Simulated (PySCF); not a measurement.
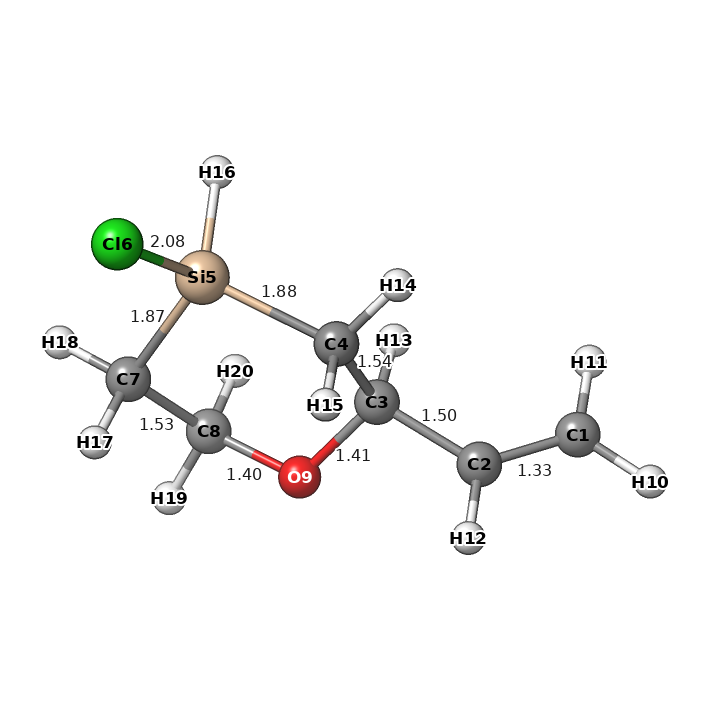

Bond lengths are marked in Å; every bond is drawn as one stick. Computed geometry: PBE0-D3(BJ)/def2-SVP optimisation. No frequency run is at hand to confirm it as a minimum.

Q: Which of the marked bonds are single, double, triple or aromatic?

A: C1–C2 double; C2–C3 single; C3–C4 single; C3–O9 single; C4–Si5 single; Si5–Cl6 single; Si5–C7 single; C7–C8 single; C8–O9 single.

Q: Give the structure as SMILES.

A: C=C[C@@H]1C[Si@H](Cl)CCO1
